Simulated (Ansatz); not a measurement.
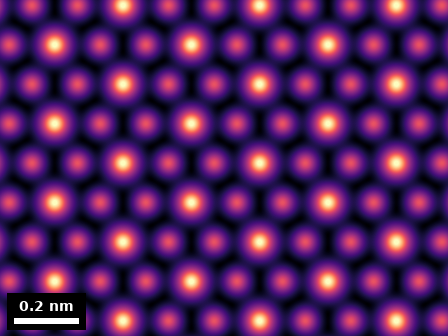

Map of the projected electrostatic potential of C (P6_3/mmc, No. 194) along [001]. Computed as the sum of neutral-atom potentials (tabulated electron scattering factors, B = 0.5 Å²) projected along the beam and smoothed by 0.25 Å; brighter is more positive. The display is stretched by a gamma of 0.6; percentages refer to the linear signal. Structure: the end point of a relaxation at fixed volume with DFT PBE, spin-orbit coupling, plane waves, PAW (Ansatz).

What can be read from this image?

Answer. The columns repeat on a hexagonal net with a repeat of 2.47 Å (plane group p6mm). The brightest columns hold 2 C per repeat; in falling brightness follow 1 C (about 45 %). Brightness is counted from the darkest point of the image. The shortest distance between visible columns is 1.42 Å in projection. Along the beam the structure repeats every 7.95 Å.

| column | atoms along the beam per repeat | peak brightness |
| --- | --- | --- |
| C | 2 C | 100 % |
| C | 1 C | 45 % |

What mean inner potential do neutral atoms give for this crystal?

Answer. About 11 V (the sum of the forward scattering factors over the cell volume; bonding usually lowers the true value).
